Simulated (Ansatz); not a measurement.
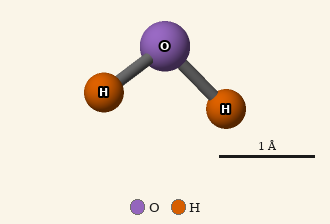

*The input geometry (ball-and-stick view, seen at a tilt).*

Bond lengths as drawn: H–O 0.96 Å.

# Geometry relaxation of H₂O

System: H₂O.
Method: RKS PBE0-D4/def2-TZVP (Ansatz 0.2.0).

Figures and captions count atoms from 1; the log counts them from 0 in places.

### Output
```
Functional definition: PBE0
  name "PBE0"
  cite "Adamo & Barone, J. Chem. Phys. 110, 6158 (1999) doi:10.1063/1.478522"
  cite "Perdew, Burke & Ernzerhof, Phys. Rev. Lett. 77, 3865 (1996) doi:10.1103/PhysRevLett.77.3865"
  parent pbe
  parameter a = 0.25
  parameter kappa = 0.804
  parameter beta = 0.06672455060314922
  exchange = (1 - a)*pbe_x(kappa = kappa, mu = beta*pi^2/3) + a*exact_x
  correlation = pbe_c(beta = beta)
239 factors; their error is unknown
mean field evaluation 1: about -2074.4246 eV, gradient 5.0e1 eV
mean field evaluation 2: about -2069.6201 eV, gradient 7.2e1 eV
mean field evaluation 4: about -2078.3294 eV, gradient 1.6e-1 eV
mean field evaluation 8: about -2078.3329 eV, gradient 2.6e-1 eV
mean field -2078.33297943 eV, -76.3773282495 hartree, gradient 1.3e-5 eV, S^2 0.000000; 0 other end points of the search recorded, 0 dependent functions left out
the calculation of the forces begins
reference -2078.33299347 eV, -76.3773287654 hartree; 5, 5 occupied and 38, 38 virtual orbitals, 239 factors
relax step   1: F+E_penalty+E_count = -2078.33723983 eV  Δ(F+E_penalty+E_count) = +0.000e0 eV  max|allowed force component| = 7.028e-2 eV/Å  Δτ_max = 0.0000 Å  (22 SCF iters, accepted)
these checks for a lower state are left out or cut short: starts, cluster_reference, orbital_swaps, neighbouring_geometries, increment
239 factors; their error is unknown
mean field evaluation 16: about -2078.3294 eV, gradient 2.6e-1 eV
mean field -2078.33304673 eV, -76.3773307226 hartree, gradient 1.2e-5 eV, S^2 0.000000; 0 other end points of the search recorded, 0 dependent functions left out
the calculation of the forces begins
reference -2078.33306075 eV, -76.3773312379 hartree; 5, 5 occupied and 38, 38 virtual orbitals, 239 factors
relax step   2: F+E_penalty+E_count = -2078.33730473 eV  Δ(F+E_penalty+E_count) = -6.490e-5 eV  max|allowed force component| = 3.239e-2 eV/Å  Δτ_max = 0.0008 Å  (27 SCF iters, accepted)
these checks for a lower state are left out or cut short: starts, cluster_reference, orbital_swaps, neighbouring_geometries, increment
239 factors; their error is unknown
mean field -2078.33307670 eV, -76.3773318240 hartree, gradient 1.2e-5 eV, S^2 0.000000; 0 other end points of the search recorded, 0 dependent functions left out
the calculation of the forces begins
reference -2078.33309070 eV, -76.3773323386 hartree; 5, 5 occupied and 38, 38 virtual orbitals, 239 factors
relax step   3: F+E_penalty+E_count = -2078.33733255 eV  Δ(F+E_penalty+E_count) = -2.782e-5 eV  max|allowed force component| = 1.282e-3 eV/Å  Δτ_max = 0.0010 Å  (27 SCF iters, accepted)
239 factors; their error is unknown
mean field evaluation 32: about -2078.3294 eV, gradient 2.5e-1 eV
```

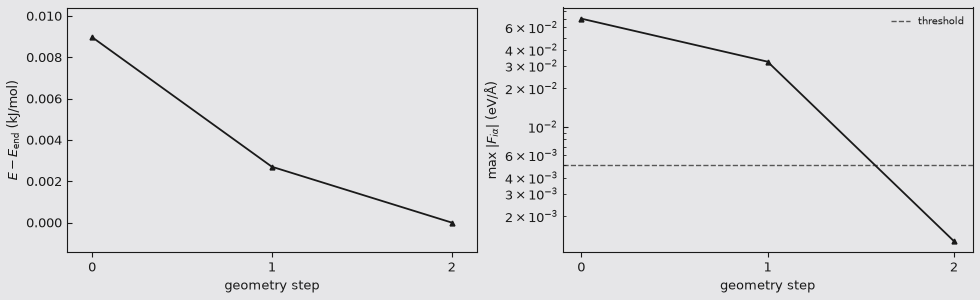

*Progress of the relaxation, step by step (the first geometry is step 0 here and step 1 in the log).*

After 2 geometry steps the energy has fallen by 0.01 kJ/mol. The largest force component goes from 0.07 to 0.0013 eV/Å. The atoms keep their places after the best rigid fit (all moves are under 0.005 Å).

```
mean field -2078.33307670 eV, -76.3773318240 hartree, gradient 1.2e-5 eV, S^2 0.000000; 1 other end points of the search recorded, 0 dependent functions left out
the calculation of the forces begins
reference -2078.33309070 eV, -76.3773323386 hartree; 5, 5 occupied and 38, 38 virtual orbitals, 239 factors
Total energy: -2078.33734656 eV, -76.3774887383 hartree
Atom 0 at     1.385371     1.481041     1.317329 Å, force    -0.000672     0.000102     0.000322 eV/Å
Atom 1 at     1.102738     0.928162     2.048957 Å, force    -0.000164     0.001179    -0.001076 eV/Å
Atom 2 at     0.657963     2.089008     1.168688 Å, force     0.000836    -0.001282     0.000754 eV/Å
Dipole moment:    -0.372434     0.020313     0.214967 e Å
```

### Trajectory as extended XYZ (Å, eV, eV/Å), 3 frames, from step=1 to step=3
```
3
Properties=species:S:1:pos:R:3:forces:R:3 step=1 energy=-2078.33724
O     1.3869    1.4809    1.3164   -0.0703   0.0047   0.0397
H     1.1017    0.9290    2.0488    0.0300   0.0101  -0.0290
H     0.6575    2.0883    1.1697    0.0403  -0.0148  -0.0106
3
Properties=species:S:1:pos:R:3:forces:R:3 step=2 energy=-2078.33731
O     1.3863    1.4810    1.3168   -0.0324   0.0020   0.0185
H     1.1021    0.9288    2.0487    0.0159  -0.0004  -0.0096
H     0.6577    2.0884    1.1694    0.0165  -0.0016  -0.0089
3
Properties=species:S:1:pos:R:3:forces:R:3 step=3 energy=-2078.33733
O     1.3854    1.4810    1.3173   -0.0007   0.0001   0.0003
H     1.1027    0.9282    2.0490   -0.0002   0.0012  -0.0011
H     0.6580    2.0890    1.1687    0.0008  -0.0013   0.0008
```

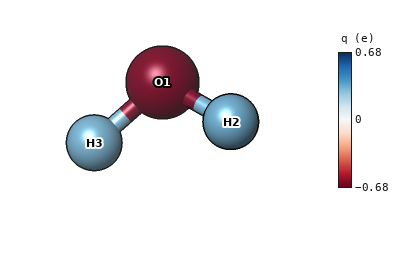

*Mulliken charges, as the colour of each atom (ball-and-stick view, seen at a tilt; atoms are numbered from 1 in the order of the input).*

By element: O −0.65 and H +0.32 e.

This output came from the following input.

### Input
```yaml
crystal:
  periodic: [false, false, false]
  atoms:
    - {symbol: O, position_ang: [1.386940, 1.480948, 1.316430]}
    - {symbol: H, position_ang: [1.101665, 0.928970, 2.048827]}
    - {symbol: H, position_ang: [0.657467, 2.088292, 1.169717]}
basis:
  gaussian: {orbitals: def2-TZVP}
hamiltonian: {xc: pbe0, dispersion: d4}
relax: {f_tol: 0.005, max_steps: 200}
```

Command:
```bash
ansatz run in.yaml --threads 4 --pin off --events-out ev --progress --plain --max-ram 9574MiB
```

### Key numbers

| quantity | value |
| --- | --- |
| outcome | converged |
| total energy | −2078.3373 eV |
| mean-field energy | −2078.3331 eV |
| dispersion energy | −0.0043 eV |
| SCF solution under orbital rotations | stable |
| largest force (length of the vector) at the end | 0.002 eV/Å |
| dipole moment | 2.07 D |
| hardware | 4 threads of Arm Neoverse V1, 23 GiB of memory available, shared host |
| wall time | 0.6 s (CPU time 1.5 s) |
| peak memory | 0.44 GiB |
